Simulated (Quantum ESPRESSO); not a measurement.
Consider KZnF3 (Pm-3m).

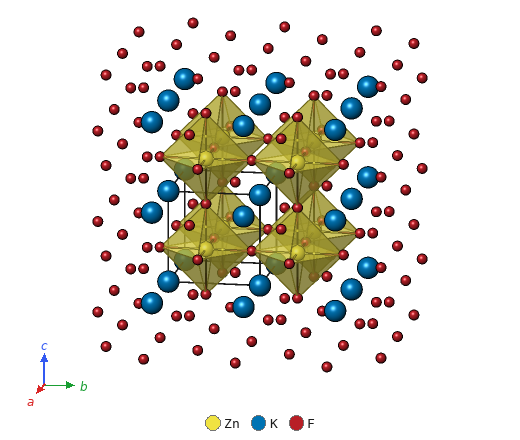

The structure (zinc yellow, potassium blue, fluorine red). 2×2×2 cells are drawn. Some periodic images of atoms are drawn too.

```
CELL_PARAMETERS angstrom
4.05000 0.00000 0.00000
0.00000 4.05000 0.00000
0.00000 0.00000 4.05000
ATOMIC_POSITIONS crystal
Zn 0.50000 0.50000 0.50000
K 0.00000 0.00000 0.00000
F 0.50000 0.00000 0.50000
F 0.00000 0.50000 0.50000
F 0.50000 0.50000 0.00000
```

Absorber: atom 1, with 6 F at 2.02 Å (octahedral, site symmetry m-3m). Method: Quantum ESPRESSO XSpectra, PBE, full core hole (charged cell), 10-atom cell with 5.7 Å between holes, 5×5×5 k points, dipole transitions, Lorentzian half width 0.83 eV up to 4 eV, rising linearly to 1.75 eV at 25 eV (not a setting of the program: the run's 0.4 eV curve was folded afterwards with a further Lorentzian).

Where do the maxima of the Zn K edge fall?

Main maxima up to 30 eV above the zero (height): 6.8 eV (1.81), 10.3 eV (2.21), 19.4 eV (0.87) and 24.7 eV (0.90). A K edge sees empty p states on the absorber. The total-energy difference plus the lowest empty eigenvalue puts the zero at 9695.74 eV. One term is added: -30.96 eV, since the hole is spin-paired here and a spin-polarised one costs that much less in the free atom (computed apart). The photon energy is then 9664.78 eV. The tabulated edge of the element is 9659 eV. The functional and the charged cell's background leave an error of a few eV in such absolute values.

The Zn K spectrum (energy from the lowest empty level; intensity scaled to a mean of 1 over the first 20 eV; folded afterwards to Lorentzian half width 0.83 eV up to 4 eV, rising linearly to 1.75 eV at 25 eV; the points at xe0, where the cut of filled states can leave a spike, are interpolated):

| E (eV) | intensity |
| --- | --- |
| -2.0 | 0.07 |
| -0.5 | 0.09 |
| 1.0 | 0.14 |
| 2.5 | 0.23 |
| 4.0 | 0.56 |
| 5.5 | 1.02 |
| 7.0 | 1.79 |
| 8.5 | 1.66 |
| 10.0 | 2.17 |
| 11.5 | 1.77 |
| 13.0 | 1.05 |
| 14.5 | 0.76 |
| 16.0 | 0.57 |
| 17.5 | 0.64 |
| 19.0 | 0.86 |
| 20.5 | 0.77 |
| 22.0 | 0.69 |
| 23.5 | 0.81 |
| 25.0 | 0.89 |
| 26.5 | 0.70 |
| 28.0 | 0.54 |
| 29.5 | 0.49 |
| 31.0 | 0.51 |

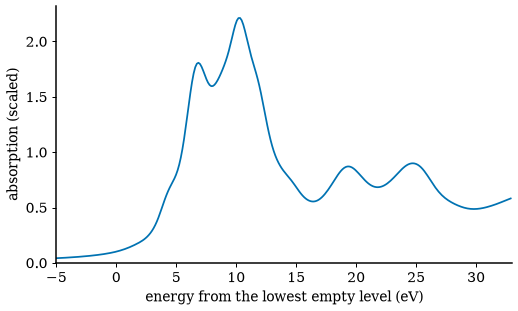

The Zn K edge.

The holes are only 5.7 Å apart, so the shape is probably not converged with cell size; no larger cell was run here. Lifetime broadening is put in by hand, and intensities beyond about 20 eV depend on it and on the partial waves; weight that the partial waves miss at high energy is lost. The structure is a published determination, not relaxed.

[Banner, clock and machine lines of the logs are left out without a mark of their own.]

[Logs are printed without paths, hosts, clocks, repeated set-up lines and the standing remarks that a program may print on its own settings, such as how far it seeks lower states.]

[Hosts, paths, dates, database ids (printed as entryN), source tags and the programs' standing remarks are cut or masked in the printed files.]

[Lists of maxima count a maximum above −3 eV only where it reaches 4 % of the highest in the window and stands out from its surroundings by 2 % of it (1.5 % where it reaches 55 %); shoulders and weaker maxima are passed over, and of the rest the first, up to two pre-edge ones and the few strongest are named.]
